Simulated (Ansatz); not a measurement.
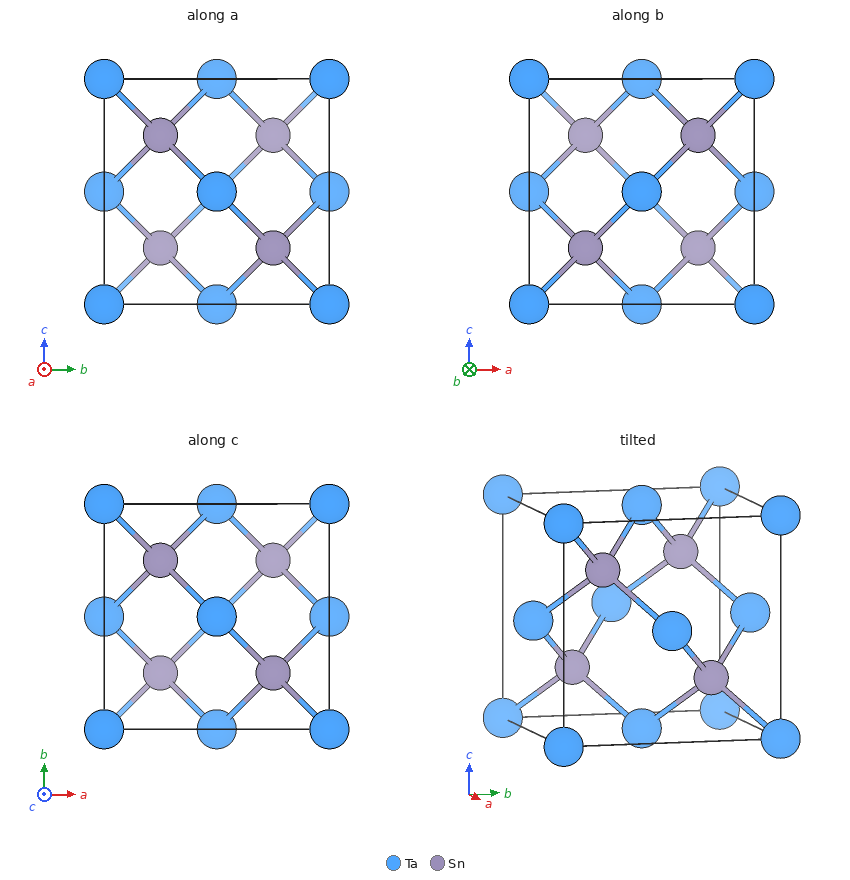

A ball-and-stick picture of a crystal structure, seen along the a axis, along the b axis, along the c axis and slightly off an axis. The edges of the conventional unit cell are marked.

Lattice parameters: a = 6.3255 Å, b = 6.3255 Å, c = 6.3255 Å, α = 90.000°, β = 90.000°, γ = 90.000°.

From the views, write a CIF in P1 with every atom of the cell.

Answer.
```cif
data_structure
_symmetry_space_group_name_H-M 'P 1'
_symmetry_Int_Tables_number 1
_cell_length_a 6.3255
_cell_length_b 6.3255
_cell_length_c 6.3255
_cell_angle_alpha 90.000
_cell_angle_beta 90.000
_cell_angle_gamma 90.000
_cell_volume 253.10
loop_
_atom_site_label
_atom_site_type_symbol
_atom_site_fract_x
_atom_site_fract_y
_atom_site_fract_z
_atom_site_occupancy
Ta1 Ta 0.0000 0.0000 0.0000 1
Sn1 Sn 0.2500 0.2500 0.2500 1
Ta2 Ta 0.0000 0.5000 0.5000 1
Sn2 Sn 0.2500 0.7500 0.7500 1
Ta3 Ta 0.5000 0.0000 0.5000 1
Sn3 Sn 0.7500 0.2500 0.7500 1
Ta4 Ta 0.5000 0.5000 0.0000 1
Sn4 Sn 0.7500 0.7500 0.2500 1
```

The cell started as a structure type filled with these elements by a generator (whether the compound takes this form wasn't checked). The structure drawn was relaxed with DFT PBE, scalar-relativistic, plane waves, PAW in Ansatz 0.2.0.
